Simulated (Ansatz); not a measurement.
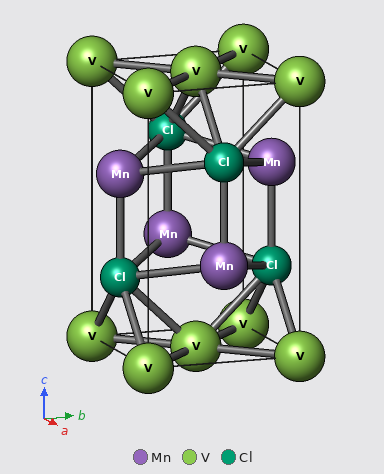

Ball-and-stick model, viewed slightly off an axis. The parallelepiped is the simulation cell.

This input was run:
```yaml
crystal:
  lattice:
    - [3.883322, 0.0, 0.0]
    - [0.0, 3.883322, 0.0]
    - [0.0, 0.0, 6.763991]
  atoms:
    - { symbol: Mn, position: [0.0, 0.5, 0.351] }
    - { symbol: Mn, position: [0.5, 0.0, 0.649] }
    - { symbol: V, position: [0.0, 0.0, 0.0] }
    - { symbol: V, position: [0.5, 0.5, 0.0] }
    - { symbol: Cl, position: [0.0, 0.5, 0.727] }
    - { symbol: Cl, position: [0.5, 0.0, 0.273] }
  symmetry: { tolerance: 0.0003 }
kpoints:
  mp_grid: { grid: [3, 3, 2], shift: [0, 0, 0] }
magnetization:
  spin_polarized: false
scf:
  occupations: { method: fermi_dirac, width: 0.0313 }
hamiltonian:
  pseudopotentials: { kind: paw }
  xc: hse06
basis:
  ecutwfc: 420
  fft_grid_basis: typed
output:
  forces: true
  stress: true
  eigenvalues: true
  bader: true
  populations: true
  elf: true
  write_potential: true
  volumetric_format: npy
  dos:
    e_range: [-12, 8]
    de: 0.05
    projected: { site_lists: { Cl: [Cl], Mn: [Mn], V: [V] } }
    method: { smearing: { sigma: 0.1, scheme: gaussian } }
```

The calculation used DFT, PAW plane waves, HSE06 (Ansatz 0.2.0), with a cutoff energy of 420 eV, a 3×3×2 grid in reciprocal space, Fermi-Dirac smearing of 0.031 eV, no spin polarisation (a spin-restricted run, not always the ground state). The pressure of the cell is -13 GPa.

How charged are the atoms, by the Bader scheme?

Answer. Mn +0.32 e; V +0.60 e; Cl -0.92 e.

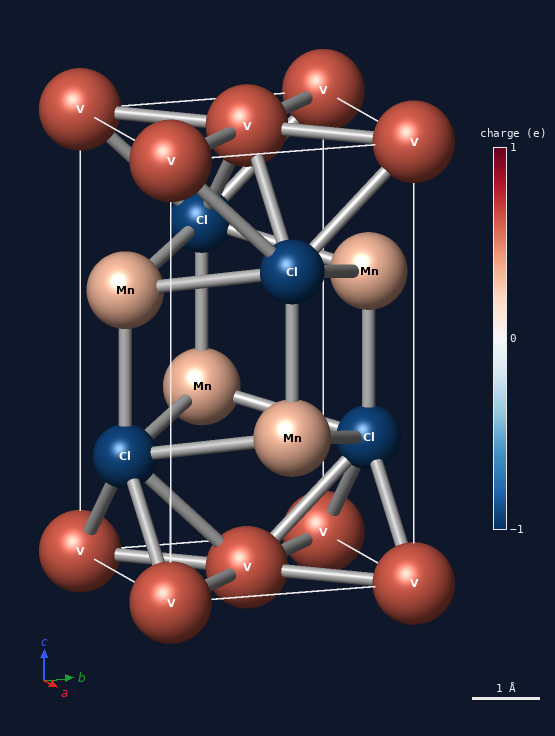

The atoms coloured by those charges.

The model is a generated cell, made by putting these elements into a known structure type (the compound may or may not exist in this form); its atoms and cell weren't optimised. It was run through Ansatz as a DFT input.

At this level of theory the cell isn't at rest (stretched, at -13 GPa and forces up to 1.6 eV/Å), so its distances can differ from those at equilibrium, the more so the softer the solid.
